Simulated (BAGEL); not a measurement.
# HF/6-31G(d) (density fitting with qzvpp-jkfit, spherical functions) run of AlH2SF3 (SMILES [F][Al-]([F])([F])[SH2+])

Aim: the vertical singlet–triplet gap of AlH2SF3 at HF/6-31G* (density fitting with qzvpp-jkfit, spherical functions), from 2 runs. 

The results are computed with BAGEL 1.2.2.

## 1. Starting point

AlH2SF3: 7 atoms, total charge 0, spin state singlet. SMILES: `[F][Al-]([F])([F])[SH2+]`. Geometry: relaxed at PBE0-D4/def2-TZVP.

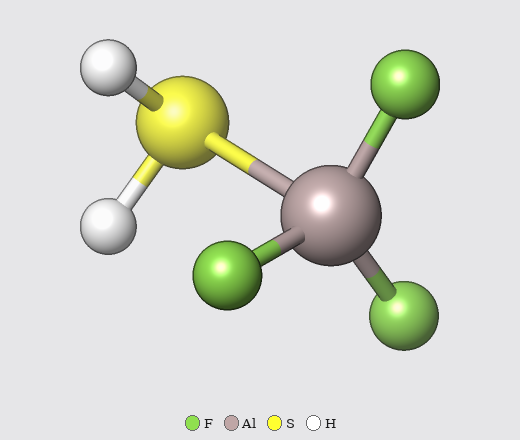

The structure, seen from a chosen angle (fluorine green, aluminium light grey, sulfur yellow, hydrogen white).

## 2. The energy at HF/6-31G(d) (density fitting with qzvpp-jkfit, spherical functions)

hf.json

```json
{ "bagel" : [

{
  "title" : "molecule",
  "basis" : "6-31gs.json",
  "df_basis" : "qzvpp-jkfit",
  "angstrom" : true,
  "geometry" : [
    { "atom" : "F", "xyz" : [      -0.582800,      -0.881200,       1.509400 ] },
    { "atom" : "Al", "xyz" : [       0.280700,      -0.968400,       0.104600 ] },
    { "atom" : "F", "xyz" : [      -0.412500,      -1.770100,      -1.157900 ] },
    { "atom" : "F", "xyz" : [       1.924100,      -0.949000,       0.228600 ] },
    { "atom" : "S", "xyz" : [      -0.052000,       1.330700,      -0.699800 ] },
    { "atom" : "H", "xyz" : [       0.220900,       1.903000,       0.487200 ] },
    { "atom" : "H", "xyz" : [      -1.378300,       1.335100,      -0.472000 ] }
  ]
},

{
  "title" : "hf",
  "charge" : 0
},

{
  "title" : "print",
  "file" : "orbitals.molden",
  "orbitals" : true
}

]}
```

The basis set 6-31G* is read from a file made from the Basis Set Exchange's data (not shown).

Launch:

```console
$ BAGEL_NUM_THREADS=1 BAGEL hf.json > hf.out
```

The log of the run:

```text
* using 1 threads per process

  ===============================================================
  ===============================================================

  *** Geometry ***

  { "atom" : "F", "xyz" : [     -1.101332,     -1.665227,      2.852353 ] },
  { "atom" : "Al", "xyz" : [      0.530446,     -1.830011,      0.197665 ] },
  { "atom" : "F", "xyz" : [     -0.779512,     -3.345004,     -2.188114 ] },
  { "atom" : "F", "xyz" : [      3.636022,     -1.793350,      0.431991 ] },
  { "atom" : "S", "xyz" : [     -0.098266,      2.514659,     -1.322430 ] },
  { "atom" : "H", "xyz" : [      0.417441,      3.596149,      0.920675 ] },
  { "atom" : "H", "xyz" : [     -2.604610,      2.522973,     -0.891951 ] },

  Number of auxiliary basis functions:      523

  Since a DF basis is specified, we compute 2- and 3-index integrals:
    o Being stored without compression. Storage requirement is 0.028 GB

  Number of basis functions:       82
  Number of electrons      :       58

    * METHOD: MOLECULE                             0.23

  *** RHF ***

  === Nuclear Repulsion ===
   301.1583179017

      * DIIS with orbital gradients will be used.

  === RHF iteration (6-31gs.json) ===
      0       -938.75729078          0.02584927           0.07
      1       -939.00308364          0.01651714           0.07
      2       -939.13432694          0.00115662           0.07
      3       -939.13572784          0.00023350           0.07
      4       -939.13578948          0.00005594           0.07
      5       -939.13579485          0.00001117           0.07
      6       -939.13579501          0.00000493           0.07
      7       -939.13579503          0.00000125           0.07
      8       -939.13579503          0.00000042           0.07
      9       -939.13579504          0.00000011           0.07
     10       -939.13579504          0.00000003           0.07
     11       -939.13579504          0.00000001           0.07
    * SCF iteration converged.

    * Permanent dipole moment:
           (    0.562406,    -1.816959,     0.136450) a.u.

    * METHOD: HF                                   1.01

    * METHOD: PRINT                                0.01

  ===============================================================
```

Run time: 1.4 s. Hardware: 1 thread of Arm Neoverse V2, shared host; peak memory 0.13 GiB.

## 3. The triplet at the same level

job.json

```json
{ "bagel" : [

{
  "title" : "molecule",
  "basis" : "6-31gs.json",
  "df_basis" : "qzvpp-jkfit",
  "angstrom" : "true",
  "geometry" : [
    { "atom" : "F", "xyz" : [      -0.582800,      -0.881200,       1.509400 ] },
    { "atom" : "Al", "xyz" : [       0.280700,      -0.968400,       0.104600 ] },
    { "atom" : "F", "xyz" : [      -0.412500,      -1.770100,      -1.157900 ] },
    { "atom" : "F", "xyz" : [       1.924100,      -0.949000,       0.228600 ] },
    { "atom" : "S", "xyz" : [      -0.052000,       1.330700,      -0.699800 ] },
    { "atom" : "H", "xyz" : [       0.220900,       1.903000,       0.487200 ] },
    { "atom" : "H", "xyz" : [      -1.378300,       1.335100,      -0.472000 ] }
  ]
},

{ "title" : "uhf", "nopen" : 2 },

{ "title" : "print", "file" : "orbitals.molden", "orbitals" : "true" }

]}
```

The basis set 6-31G* is read from a file made from the Basis Set Exchange's data (not shown).

Launch:

```console
$ BAGEL_NUM_THREADS=1 BAGEL job.json > job.out
```

The log of the run:

```text
* using 1 threads per process

  ===============================================================
  ===============================================================

  *** Geometry ***

  { "atom" : "F", "xyz" : [     -1.101332,     -1.665227,      2.852353 ] },
  { "atom" : "Al", "xyz" : [      0.530446,     -1.830011,      0.197665 ] },
  { "atom" : "F", "xyz" : [     -0.779512,     -3.345004,     -2.188114 ] },
  { "atom" : "F", "xyz" : [      3.636022,     -1.793350,      0.431991 ] },
  { "atom" : "S", "xyz" : [     -0.098266,      2.514659,     -1.322430 ] },
  { "atom" : "H", "xyz" : [      0.417441,      3.596149,      0.920675 ] },
  { "atom" : "H", "xyz" : [     -2.604610,      2.522973,     -0.891951 ] },

  Number of auxiliary basis functions:      523

  Since a DF basis is specified, we compute 2- and 3-index integrals:
    o Being stored without compression. Storage requirement is 0.028 GB

  Number of basis functions:       82
  Number of electrons      :       58

    * METHOD: MOLECULE                             0.23

  *** Open-shell HF ***

  === Nuclear Repulsion ===
   301.1583179017

      * DIIS with orbital gradients will be used.

  === UHF iteration (6-31gs.json) ===
      0       -938.26110792          0.05394030           0.14
      1       -938.46917496          0.04986233           0.14
      2       -938.73882821          0.03278287           0.14
      3       -938.88248369          0.00281510           0.14
      4       -938.88675288          0.00091762           0.14
      5       -938.88748004          0.00033335           0.14
      6       -938.88764756          0.00019834           0.14
      7       -938.88772694          0.00015555           0.14
      8       -938.88777982          0.00012379           0.14
      9       -938.88783304          0.00006942           0.14
     10       -938.88785558          0.00003009           0.14
     11       -938.88786050          0.00001426           0.14
     12       -938.88786154          0.00000708           0.14
     13       -938.88786174          0.00000301           0.14
     14       -938.88786176          0.00000173           0.14
     15       -938.88786176          0.00000105           0.14
     16       -938.88786176          0.00000078           0.14
     17       -938.88786176          0.00000068           0.14
     18       -938.88786176          0.00000056           0.14
     19       -938.88786176          0.00000035           0.14
     20       -938.88786176          0.00000018           0.14
     21       -938.88786176          0.00000011           0.14
     22       -938.88786176          0.00000006           0.14
     23       -938.88786176          0.00000003           0.14
     24       -938.88786176          0.00000002           0.14
     25       -938.88786176          0.00000001           0.15
     26       -938.88786176          0.00000001           0.14
     27       -938.88786176          0.00000001           0.14
     28       -938.88786176          0.00000001           0.14
    * SCF iteration converged.

    * S^2 (UHF) is 2.0145

    * Permanent dipole moment:
           (    0.349659,    -1.633427,     0.381976) a.u.

    * METHOD: UHF                                  4.27

    * METHOD: PRINT                                0.01

  ===============================================================
```

Wall time 4.8 s (1 thread of Arm Neoverse V2, shared host); peak memory 0.13 GiB.

## 4. Outcome

At HF/6-31G* (density fitting with qzvpp-jkfit, spherical functions):

```
                                        quantity          value
                           singlet: total energy  -939.13580 Eh
                          singlet: dipole moment         4.85 D
                            singlet: HOMO energy      -13.33 eV
                            singlet: LUMO energy        2.88 eV
                          singlet: HOMO–LUMO gap       16.21 eV
                           triplet: total energy  -938.88786 Eh
                          triplet: dipole moment         4.36 D
                                   triplet: ⟨S²⟩          2.014
vertical energy of the triplet above the singlet       6.747 eV
```

In words: At this shape the triplet lies 6.75 eV (156 kcal/mol) above the singlet.
